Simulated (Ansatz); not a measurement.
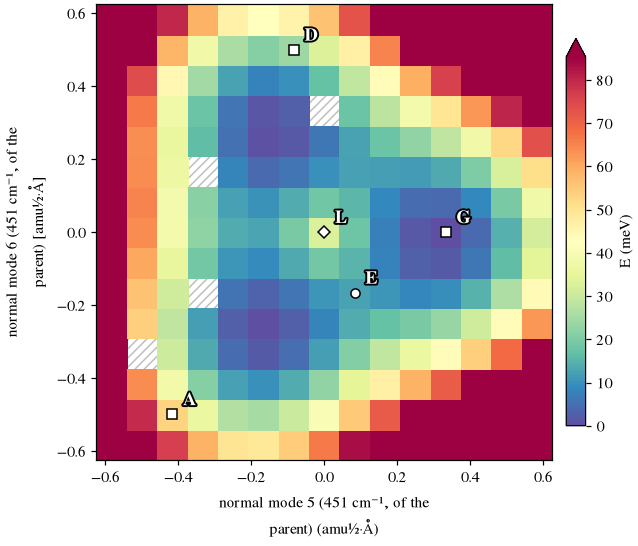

BeH6Si2, charge −1, spin multiplicity 2. First axis: normal mode 5 (451 cm⁻¹, of the parent). Second axis: normal mode 6 (451 cm⁻¹, of the parent). Nothing is relaxed (straight displacements along the two mass-weighted modes). Grid: 15 × 15 points. At 4 points there is no value. Points are written as (first, second). Energies are in meV, from the lowest grid point. Near the degeneracy a single determinant is a rough description. All numbers below come from Ansatz 0.2.0, UHF/def2-SVPD.

Drawn: one coloured cell a grid point, one colour for all values above the top of the scale, hatched blanks where no value was computed, lettered points.

What kind of point is each of A, D, E, G, L: minimum, saddle, maximum or slope?

A: on a slope; D: on a slope; E: saddle point; G: minimum; L: maximum. (In these two coordinates alone; a stationary point may lie a little off the grid point.)

Rank the lettered points by energy, lowest first.

G (0 meV), E (12 meV), D (24 meV), L (33 meV), A (53 meV).
